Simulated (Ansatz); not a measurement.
# AlGa3N4 (P-43m): what size, symmetry and threads cost in G0W0

How does the cost of G0W0 grow with the cell? The test case is AlGa3N4 (P-43m).

Program: Ansatz 0.2.0. Level of theory: G0W0 on PBEsol, plane waves, PAW. Results are calculated unless marked as measured.

## 1. The structure

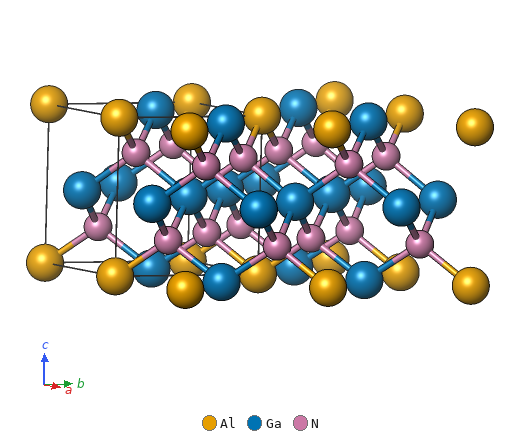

The starting structure, seen slightly off an axis (aluminium orange, gallium blue, nitrogen pink). 2×2×1 cells are drawn. Bonds to atoms that aren't drawn are left out. Some periodic images of atoms are drawn too.

Coordinates:

```xyz
8
Lattice="4.4717 0.0000 0.0000 0.0000 4.4717 0.0000 0.0000 0.0000 4.4717" Properties=species:S:1:pos:R:3 pbc="T T T"
Al    0.0000    0.0000    0.0000
Ga    2.2358    2.2358    0.0000
Ga    2.2358    0.0000    2.2358
Ga    0.0000    2.2358    2.2358
N     3.3793    3.3793    1.0924
N     3.3793    1.0924    3.3793
N     1.0924    3.3793    3.3793
N     1.0924    1.0924    1.0924
```

The cell and positions are those that the Materials Project relaxed with its own functionals (PBE, PBE+U or r2SCAN), kept fixed. The default PAW set here is soft_2. Its files were made with PBE.

## 2. 8 atoms (1×1×1 cells), 2×2×2 mesh

G0W0 replaces the xc potential by the self-energy, built once from these orbitals. Only a window of levels is corrected, while the sums run over the empty bands that the input names.

File input.yaml:

```yaml
crystal:
  lattice:
    - [4.47168536, 0.0, 0.0]
    - [0.0, 4.47168536, 0.0]
    - [0.0, 0.0, 4.47168536]
  atoms:
    - { symbol: Al, position: [0.0, 0.0, 0.0] }
    - { symbol: Ga, position: [0.5, 0.5, 0.0] }
    - { symbol: Ga, position: [0.5, 0.0, 0.5] }
    - { symbol: Ga, position: [0.0, 0.5, 0.5] }
    - { symbol: "N", position: [0.75571442, 0.75571442, 0.24428558] }
    - { symbol: "N", position: [0.75571442, 0.24428558, 0.75571442] }
    - { symbol: "N", position: [0.24428558, 0.75571442, 0.75571442] }
    - { symbol: "N", position: [0.24428558, 0.24428558, 0.24428558] }
kpoints:
  mp_grid: { grid: [2, 2, 2] }
hamiltonian:
  xc: pbesol
scf:
  occupations: { method: fixed }
gw:
  n_empty_bands: 94
  ecut_chi: 60.0
  qp_bands: [v1, c1]
  qp_kpoints: band_edges
  screening: { model: contour_deformation }
```

Command:

```sh
$ ansatz run input.yaml --threads 16 --pin off --max-ram 36864MiB --backend cpu --events-out ev --progress --plain --runs-dir out
```

Numbers of over 12 decimals in the logs are rounded to 6 here.

Output:

```text
Engine: ansatz 0.2.0, aarch64-unknown-linux-gnu
Pseudopotentials: kind: paw
Pseudopotential: Al, paw, valence charge 3, recommended cutoff 420 eV (normal), Al.paw.azcp
Pseudopotential: Ga, paw, valence charge 13, recommended cutoff 420 eV (normal), Ga.paw.azcp
Pseudopotential: N, paw, valence charge 5, recommended cutoff 420 eV (normal), N.paw.azcp
Functional definition: PBEsol
  exchange = pbesol_x
  correlation = pbesol_c
Crystal: 8 atoms, lattice volume = 89.416 Å³
Basis set: ecut = 420 eV, 1743 PW (Γ)
Bands: 39, of which v1, the nominal top of the filled ones, is band 31 counted from 1 (30 counted from 0)
Symmetry: 24 space group operations
Space group: P-43m (ITA 215), of the structure as read, at distance tolerance 4.5e-5 Å
k-points: 4 of 8
Non-local potential: Al, projectors of the file, l = 0: 2, l = 1: 2, l = 2: 1
Non-local potential: Ga, projectors of the file, l = 0: 2, l = 1: 2, l = 2: 3, l = 3: 1
Non-local potential: N, projectors of the file, l = 0: 2, l = 1: 2, l = 2: 1
PAW form: soft (Blöchl's): semilocal exchange-correlation on the pseudo side does not see the compensation charge
PAW frozen core: Al, regenerated for the run's functional, and the local potential with it (the file was generated under x = pbe(κ = 0.804, μ = 0.219515), c = pbe(β = 0.066725))
PAW frozen core: Ga, regenerated for the run's functional, and the local potential with it (the file was generated under x = pbe(κ = 0.804, μ = 0.219515), c = pbe(β = 0.066725))
PAW frozen core: N, regenerated for the run's functional, and the local potential with it (the file was generated under x = pbe(κ = 0.804, μ = 0.219515), c = pbe(β = 0.066725))
PAW one-centre angular grid: Al, 110 points (default); XC on 64 Gauss nodes
PAW one-centre angular grid: Ga, 590 points (default); XC on 64 Gauss nodes
PAW one-centre angular grid: N, 110 points (default); XC on 64 Gauss nodes
Initial density: superposition of atomic densities (neutral atoms: chi_scale 0, normalization atom), corrected by the library's trained network
Initial wavefunctions: pseudopotential atomic-orbital guess
Functional: x = pbesol(κ = 0.804, μ = 0.123457), c = pbesol(β = 0.046)
SCF iter   1: F=—  HF=-13274.208688 eV  |F-HF|=—  |Δ(HF+E_count)|=         —  Δρ=9.58e-3  dr2=7.59e-2  ethr=1.77e-3  ⟨swp⟩=5.0  Hψ=547  notcnv=0  defer=19
preconditioner: auto → Resta (q_TF=auto, 2.567 Å⁻¹)  ε∞=4.7  [insulator: Δε(μ)=2.190 eV  Ē_g=16.145 eV  n_scr=26 (ndim 8)  ℏωp=30.9 eV  f_vac=0.000  ε∞_Penn≈4.7]
SCF iter   2: F=—  HF=-13274.187233 eV  |F-HF|=—  |Δ(HF+E_count)|=   2.15e-2  Δρ=1.49e-3  dr2=1.89e-3  ethr=1.22e-4  ⟨swp⟩=2.2  Hψ=234  notcnv=0  defer=20
SCF iter   3: F=—  HF=-13274.186974 eV  |F-HF|=—  |Δ(HF+E_count)|=   2.59e-4  Δρ=6.34e-4  dr2=3.06e-4  ethr=3.05e-6  ⟨swp⟩=2.2  Hψ=216  notcnv=0  defer=20
SCF iter   4: F=—  HF=-13274.186971 eV  |F-HF|=—  |Δ(HF+E_count)|=   3.21e-6  Δρ=1.12e-4  dr2=7.94e-6  ethr=4.93e-7  ⟨swp⟩=3.0  Hψ=283  notcnv=0  defer=15
SCF iter   5: F=—  HF=-13274.186975 eV  |F-HF|=—  |Δ(HF+E_count)|=   4.46e-6  Δρ=4.21e-5  dr2=1.06e-6  ethr=1.28e-8  ⟨swp⟩=2.0  Hψ=247  notcnv=0  defer=13
SCF iter   6: F=-13274.186974 eV  HF=-13274.186974 eV  |F-HF|=5.13e-8  |Δ(HF+E_count)|=   1.52e-6  Δρ=1.15e-5  dr2=6.94e-8  ethr=1.61e-10  ⟨swp⟩=8.0  Hψ=666  notcnv=0
SCF 1 converged in 6 iterations: F = -13274.186974 eV  dr2 = 6.94e-8
[...]
NSCF: frozen V_eff on 4 k-points
G₀W₀ screening: q 1/4
[... further progress lines ...]
SCF converged after 6 iterations
Free energy (F): -13274.186974 eV
Harris-Foulkes:  -13274.186974 eV  (|F-HF|=5.13e-8)
Internal energy: -13274.186974 eV  (E = F + TS)
E sigma→0 (E₀):  -13274.186974 eV
Fermi energy:    8.896460 eV
--- Per-component energies (eV) ---
  E_band       = -20.775309
  E_kinetic    = 899.039197
  E_local      = -6511.497403  (includes V_loc(G=0)·N_el)
  E_nonlocal   = 1482.171256
  E_hartree    = 2976.840915
  E_xc         = -483.302706
  E_vxc        = -508.491946  (∫ρ·V_xc dr)
  E_paw        = -6806.302478  (= ΣΔE_a)
  E_vpaw       = -1335.673222  (= ΣTr[D̂ρ^β])
  E_aug_tail   = 0.000186  (compensation charges beyond the density's cutoff)
  E_ewald      = -4833.856408
  E_core_change = 2.720468  (= ΣΔE_core)
  E_smearing   = -0.000000  (= −TS)
  E_closure    = -0.000000  (closes the sum)
  Σ components = -13274.186974   (vs F -13274.186974, Δ=0.00e0)
--- Band table (eV) ---
  k-point 0: bands = [... 27 lower, 6.4268, 8.8965, 8.8965, 8.8965, 11.1522, 12.2057, 12.2057, 12.2057, ... 4 higher]
  k-point 1: bands = [... 27 lower, 7.4159, 7.4159, 7.7014, 7.7014, 13.6979, 13.8052, 15.0100, 15.0100, ... 4 higher]
  k-point 2: bands = [... 27 lower, 7.9121, 7.9525, 7.9525, 8.2900, 15.4698, 15.6738, 15.6738, 16.0998, ... 4 higher]
  k-point 3: bands = [... 27 lower, 8.1580, 8.2197, 8.2197, 8.2197, 13.7683, 13.7683, 13.7683, 15.0159, ... 4 higher]
--- G₀W₀: contour deformation, 6 samples at zero and on the imaginary axis and 1 off it, 8 q-points, 94 empty bands' worth ---
  eigenvalues of the whole cell's RPA ε∞ on this k-mesh (on a slab, of 1 + 4πα/V) = 9.0000, 9.0000, 9.0000; static W/v taken at q = 0 is 0.111112
  bands read: the sum over 125 bands ends inside a degenerate multiplet in 2 slots, whose members it reads at an even weight; the widest, k=3: bands 125 to 127 (counted from 1) at 1/3 each
  gw.qp_kpoints: band_edges: 4 of 4 stored k-points solved, in 1 pass; an edge of the gap read off the rows below is read off those points alone
    ik  band        ε_KS         Σx   Σc(E_QP)       V_xc       Z   E_QP_lin       E_QP  E_QP is
     0    31      8.8965   -23.2320     3.8414   -19.2843  0.7549     8.7899     8.7902  root
     0    32     11.1522   -10.7396    -4.0345   -15.5939  0.7818    11.9888    11.9719  root
     1    31      7.7014   -22.4944     3.9775   -18.2698  0.7505     7.4529     7.4543  root
     1    32     13.6979    -9.4923    -4.2607   -14.6169  0.7765    14.5820    14.5617  root
     2    31      8.2900   -22.9052     3.8484   -18.9021  0.7530     8.1348     8.1353  root
     2    32     15.4698   -10.6094    -4.8025   -16.6898  0.7617    16.8048    16.7477  root
     3    31      8.2197   -22.8929     3.9018   -18.8391  0.7523     8.0671     8.0676  root
     3    32     13.7683    -9.8058    -4.5275   -15.3938  0.7860    14.8614    14.8288  root
```

It took 1.2 s on 16 threads of Arm Neoverse V2, shared host; peak memory 0.46 GiB; 9.3 s of CPU time.

In the SCF lines HF is the Harris–Foulkes energy and dr2 the Hartree energy of the density residual, in eV; the loop may stop once dr2 is under the threshold and the program's other checks hold. Hψ counts applications of the Hamiltonian.

Numbers from this step:

```yaml
bands_summed: 125
rpa_eps_infinity_on_this_mesh_eigenvalues: 9.000, 9.000, 9.000
plane_waves_in_the_screening_matrix: 81
q_points_in_the_mesh: 8
g0w0_gap_on_the_mesh: 3.182 eV
k_of_the_valence_top: 0, 0, 0
k_of_the_conduction_bottom: 0, 0, 0
starting_gap_on_the_mesh: 2.256 eV
z_at_the_valence_top: 0.7549
z_at_the_conduction_bottom: 0.7818
least_direct_g0w0_gap_on_the_computed_points: 3.182 eV
```

The gap on the mesh goes from 2.26 eV to 3.18 eV, a correction of +0.93 eV. Between the two edge states, bare exchange in place of the xc potential would open the gap by 8.80 eV, and correlation takes back 7.88 eV.

## 3. No symmetry, 2×2×2 mesh

Edit input.yaml of step 2 so:

```diff
@@ -14,2 +14,3 @@
     - { symbol: "N", position: [0.24428558, 0.24428558, 0.24428558] }
+  symmetry: { detect: false }
 kpoints:
```

Output:

```text
[...]
Crystal: 8 atoms, lattice volume = 89.416 Å³
Basis set: ecut = 420 eV, 1743 PW (Γ)
Bands: 39, of which v1, the nominal top of the filled ones, is band 31 counted from 1 (30 counted from 0)
Symmetry: 1 space group operations
k-points: 8
[...]
SCF iter   1: F=—  HF=-13274.208673 eV  |F-HF|=—  |Δ(HF+E_count)|=         —  Δρ=9.58e-3  dr2=7.60e-2  ethr=1.77e-3  ⟨swp⟩=5.2  Hψ=1078  notcnv=0  defer=39
[...]
3    32     15.4698   -10.6094    -4.8025   -16.6898  0.7617    16.8048    16.7477  root
[...]
6    31      8.2900   -22.9052     3.8484   -18.9020  0.7530     8.1348     8.1353  root
     6    32     15.4698   -10.6094    -4.8025   -16.6898  0.7617    16.8048    16.7477  root
     7    31      8.2197   -22.8929     3.9018   -18.8391  0.7523     8.0671     8.0676  root
     7    32     13.7683    -9.8058    -4.5275   -15.3938  0.7860    14.8614    14.8288  root
[key lines of the parts left out:]
SCF converged after 6 iterations
Free energy (F): -13274.186974 eV
Fermi energy:    8.896467 eV
```

Wall time 2.3 s (16 threads); peak memory 0.63 GiB; 21 s of CPU time.

This step gave:

```yaml
bands_summed: 125
rpa_eps_infinity_on_this_mesh_eigenvalues: 9.000, 9.000, 9.000
plane_waves_in_the_screening_matrix: 81
g0w0_gap_on_the_mesh: 3.182 eV
k_of_the_valence_top: 0, 0, 0
k_of_the_conduction_bottom: 0, 0, 0
starting_gap_on_the_mesh: 2.256 eV
least_direct_g0w0_gap_on_the_computed_points: 3.182 eV
```

Against the run with 2×2×2 mesh, 94 empty bands, screening to 60 eV, the gap moves by +0.000 eV.

## 4. 1 thread, 2×2×2 mesh

Edit input.yaml of step 3 so:

```diff
@@ -14,3 +14,2 @@
     - { symbol: "N", position: [0.24428558, 0.24428558, 0.24428558] }
-  symmetry: { detect: false }
 kpoints:
```

Command:

```sh
$ ansatz run input.yaml --threads 1 --pin off --max-ram 36864MiB --backend cpu --events-out ev --progress --plain --runs-dir out
```

Output:

```text
[...]
Crystal: 8 atoms, lattice volume = 89.416 Å³
Basis set: ecut = 420 eV, 1743 PW (Γ)
Bands: 39, of which v1, the nominal top of the filled ones, is band 31 counted from 1 (30 counted from 0)
Symmetry: 24 space group operations
[...]
k-points: 4 of 8
[...]
1    31      7.7014   -22.4944     3.9775   -18.2698  0.7505     7.4529     7.4543  root
     1    32     13.6979    -9.4923    -4.2607   -14.6169  0.7765    14.5820    14.5617  root
     2    31      8.2900   -22.9052     3.8484   -18.9021  0.7530     8.1348     8.1353  root
     2    32     15.4698   -10.6094    -4.8025   -16.6898  0.7617    16.8048    16.7477  root
     3    31      8.2197   -22.8929     3.9018   -18.8391  0.7523     8.0671     8.0676  root
     3    32     13.7683    -9.8058    -4.5275   -15.3938  0.7860    14.8614    14.8288  root
[key lines of the parts left out:]
SCF converged after 6 iterations
Free energy (F): -13274.186974 eV
Fermi energy:    8.896460 eV
```

It took 5.8 s on 1 thread; peak memory 0.3 GiB.

(Unchanged from step 3.)

Against the run with 2×2×2 mesh, 94 empty bands, screening to 60 eV, the gap moves by +0.000 eV.

## 5. 2 threads, 2×2×2 mesh

input.yaml is that of step 4.

Command:

```sh
$ ansatz run input.yaml --threads 2 --pin off --max-ram 36864MiB --backend cpu --events-out ev --progress --plain --runs-dir out
```

Output:

```text
[...]
Crystal: 8 atoms, lattice volume = 89.416 Å³
Basis set: ecut = 420 eV, 1743 PW (Γ)
Bands: 39, of which v1, the nominal top of the filled ones, is band 31 counted from 1 (30 counted from 0)
Symmetry: 24 space group operations
[...]
k-points: 4 of 8
[...]
1    31      7.7014   -22.4944     3.9775   -18.2698  0.7505     7.4529     7.4543  root
     1    32     13.6979    -9.4923    -4.2607   -14.6169  0.7765    14.5820    14.5617  root
     2    31      8.2900   -22.9052     3.8484   -18.9021  0.7530     8.1348     8.1353  root
     2    32     15.4698   -10.6094    -4.8025   -16.6898  0.7617    16.8048    16.7477  root
     3    31      8.2197   -22.8929     3.9018   -18.8391  0.7523     8.0671     8.0676  root
     3    32     13.7683    -9.8058    -4.5275   -15.3938  0.7860    14.8614    14.8288  root
[key lines of the parts left out:]
SCF converged after 6 iterations
Free energy (F): -13274.186974 eV
Fermi energy:    8.896460 eV
```

Run time: 3.2 s. Hardware: 2 threads; peak memory 0.35 GiB.

(Unchanged from step 3.)

Against the run with 2×2×2 mesh, 94 empty bands, screening to 60 eV, the gap moves by +0.000 eV.

## 6. 4 threads, 2×2×2 mesh

input.yaml is that of step 5.

Command:

```sh
$ ansatz run input.yaml --threads 4 --pin off --max-ram 36864MiB --backend cpu --events-out ev --progress --plain --runs-dir out
```

Output:

```text
[...]
Crystal: 8 atoms, lattice volume = 89.416 Å³
Basis set: ecut = 420 eV, 1743 PW (Γ)
Bands: 39, of which v1, the nominal top of the filled ones, is band 31 counted from 1 (30 counted from 0)
Symmetry: 24 space group operations
[...]
k-points: 4 of 8
[...]
1    31      7.7014   -22.4944     3.9775   -18.2698  0.7505     7.4529     7.4543  root
     1    32     13.6979    -9.4923    -4.2607   -14.6169  0.7765    14.5820    14.5617  root
     2    31      8.2900   -22.9052     3.8484   -18.9021  0.7530     8.1348     8.1353  root
     2    32     15.4698   -10.6094    -4.8025   -16.6898  0.7617    16.8048    16.7477  root
     3    31      8.2197   -22.8929     3.9018   -18.8391  0.7523     8.0671     8.0676  root
     3    32     13.7683    -9.8058    -4.5275   -15.3938  0.7860    14.8614    14.8288  root
[key lines of the parts left out:]
SCF converged after 6 iterations
Free energy (F): -13274.186974 eV
Fermi energy:    8.896460 eV
```

It took 2 s on 4 threads; peak memory 0.45 GiB.

(Unchanged from step 3.)

Against the run with 2×2×2 mesh, 94 empty bands, screening to 60 eV, the gap moves by +0.000 eV.

## 7. 8 threads, 2×2×2 mesh

input.yaml is that of step 6.

Command:

```sh
$ ansatz run input.yaml --threads 8 --pin off --max-ram 36864MiB --backend cpu --events-out ev --progress --plain --runs-dir out
```

Output:

```text
[...]
Crystal: 8 atoms, lattice volume = 89.416 Å³
Basis set: ecut = 420 eV, 1743 PW (Γ)
Bands: 39, of which v1, the nominal top of the filled ones, is band 31 counted from 1 (30 counted from 0)
Symmetry: 24 space group operations
[...]
k-points: 4 of 8
[...]
1    31      7.7014   -22.4944     3.9775   -18.2698  0.7505     7.4529     7.4543  root
     1    32     13.6979    -9.4923    -4.2607   -14.6169  0.7765    14.5820    14.5617  root
     2    31      8.2900   -22.9052     3.8484   -18.9021  0.7530     8.1348     8.1353  root
     2    32     15.4698   -10.6094    -4.8025   -16.6898  0.7617    16.8048    16.7477  root
     3    31      8.2197   -22.8929     3.9018   -18.8391  0.7523     8.0671     8.0676  root
     3    32     13.7683    -9.8058    -4.5275   -15.3938  0.7860    14.8614    14.8288  root
[key lines of the parts left out:]
SCF converged after 6 iterations
Free energy (F): -13274.186974 eV
Fermi energy:    8.896460 eV
```

It took 1.3 s on 8 threads; peak memory 0.45 GiB; 6.8 s of CPU time.

(Unchanged from step 3.)

Against the run with 2×2×2 mesh, 94 empty bands, screening to 60 eV, the gap moves by +0.000 eV.

## 8. 16 atoms (2×1×1 cells), 1×2×2 mesh

File input.yaml:

```yaml
crystal:
  lattice:
    - [8.94337072, 0.0, 0.0]
    - [0.0, 4.47168536, 0.0]
    - [0.0, 0.0, 4.47168536]
  atoms:
    - { symbol: Al, position: [0.0, 0.0, 0.0] }
    - { symbol: Ga, position: [0.25, 0.5, 0.0] }
    - { symbol: Ga, position: [0.25, 0.0, 0.5] }
    - { symbol: Ga, position: [0.0, 0.5, 0.5] }
    - { symbol: "N", position: [0.37785721, 0.75571442, 0.24428558] }
    - { symbol: "N", position: [0.37785721, 0.24428558, 0.75571442] }
    - { symbol: "N", position: [0.12214279, 0.75571442, 0.75571442] }
    - { symbol: "N", position: [0.12214279, 0.24428558, 0.24428558] }
    - { symbol: Al, position: [0.5, 0.0, 0.0] }
    - { symbol: Ga, position: [0.75, 0.5, 0.0] }
    - { symbol: Ga, position: [0.75, 0.0, 0.5] }
    - { symbol: Ga, position: [0.5, 0.5, 0.5] }
    - { symbol: "N", position: [0.87785721, 0.75571442, 0.24428558] }
    - { symbol: "N", position: [0.87785721, 0.24428558, 0.75571442] }
    - { symbol: "N", position: [0.62214279, 0.75571442, 0.75571442] }
    - { symbol: "N", position: [0.62214279, 0.24428558, 0.24428558] }
kpoints:
  mp_grid: { grid: [1, 2, 2] }
hamiltonian:
  xc: pbesol
scf:
  occupations: { method: fixed }
gw:
  n_empty_bands: 188
  ecut_chi: 60.0
  qp_bands: [v1, c1]
  qp_kpoints: band_edges
  screening: { model: contour_deformation }
```

Command:

```sh
$ ansatz run input.yaml --threads 16 --pin off --max-ram 36864MiB --backend cpu --events-out ev --progress --plain --runs-dir out
```

Output:

```text
[...]
Crystal: 16 atoms, lattice volume = 178.831 Å³
Basis set: ecut = 420 eV, 3493 PW (Γ)
Bands: 78, of which v1, the nominal top of the filled ones, is band 62 counted from 1 (61 counted from 0)
Symmetry: 16 space group operations
[...]
k-points: 3 of 4
[...]
0    62      8.8964   -23.2321     3.8413   -19.2844  0.7549     8.7898     8.7900  root
     0    63     11.1521   -10.7396    -4.0337   -15.5939  0.7818    11.9895    11.9727  root
     1    62      8.2900   -22.9053     3.8484   -18.9021  0.7530     8.1347     8.1352  root
     1    63     13.6978    -9.4923    -4.2603   -14.6169  0.7765    14.5824    14.5621  root
     2    62      8.2900   -22.9053     3.8485   -18.9021  0.7530     8.1347     8.1352  root
     2    63     13.7682    -9.8058    -4.5270   -15.3938  0.7860    14.8619    14.8292  root
[key lines of the parts left out:]
SCF converged after 7 iterations
Free energy (F): -26548.373948 eV
Fermi energy:    8.896411 eV
```

Wall time 3.7 s (16 threads); peak memory 0.9 GiB.

Numbers from this step:

* bands summed: 250
* RPA ε∞ on this mesh (eigenvalues): 9.000, 9.000, 9.000
* plane waves in the screening matrix: 175
* G0W0 gap on the mesh: 3.183 eV
* k of the valence top: 0, 0, 0
* k of the conduction bottom: 0, 0, 0
* starting gap on the mesh: 2.256 eV
* least direct G0W0 gap on the computed points: 3.183 eV

The gap on the mesh goes from 2.26 eV to 3.18 eV, a correction of +0.93 eV. Between the two edge states, bare exchange in place of the xc potential would open the gap by 8.80 eV, and correlation takes back 7.88 eV.

(Continued in part 2 of 2.)

[Paths, hosts, dates, memory and timing lines, banners, echoed tables and standing remarks are left out of the program output.]

[Logs are printed without paths, hosts, clocks, repeated set-up lines and the standing remarks that a program may print on its own settings, such as how far it seeks lower states.]

[Runs of the session that timed out or met a known fault of the program may be left out.]

[Cells called generated may have been cut or substituted from an entry of the Crystallography Open Database or the Materials Project.]

[Hosts, paths, dates, database ids (printed as entryN), source tags and the programs' standing remarks are cut or masked in the printed files.]
